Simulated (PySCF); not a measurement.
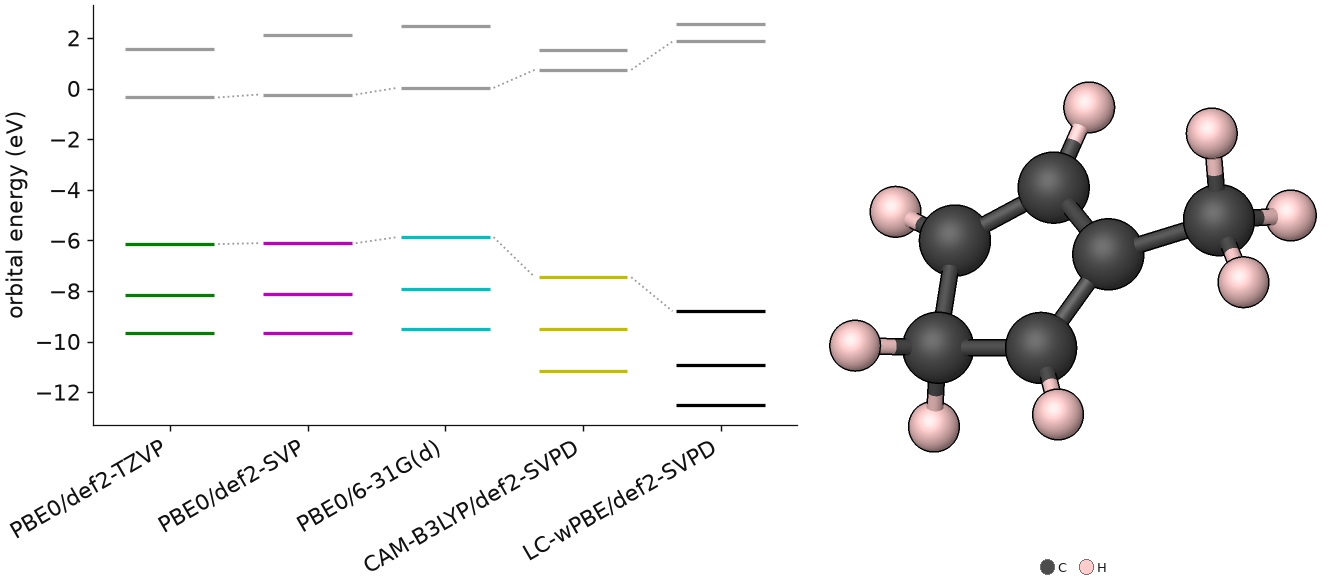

Frontier orbital energies of C₆H₈, SMILES CC1=CCC=C1 at one geometry, PySCF, at a PBE0-D3(BJ)/def2-SVP geometry (no frequency check). Empty levels are grey, levels within 0.1 eV stand side by side; all columns show the same few orbitals around the gap. Dotted lines join the HOMOs and the LUMOs.

### How do the frontier levels move from column to column?

The separation grows from 5.80 eV (PBE0/def2-TZVP) to 10.66 eV (LC-wPBE/def2-SVPD).

```
              level  HOMO (eV)  LUMO (eV)  separation (eV)
     PBE0/def2-TZVP      −6.14      −0.35             5.80
      PBE0/def2-SVP      −6.11      −0.23             5.87
      PBE0/6-31G(d)      −5.87       0.03             5.90
CAM-B3LYP/def2-SVPD      −7.45       0.75             8.20
  LC-wPBE/def2-SVPD      −8.80       1.87            10.66
```

Caveats, for all or some of the runs: empty levels above zero depend strongly on the basis.
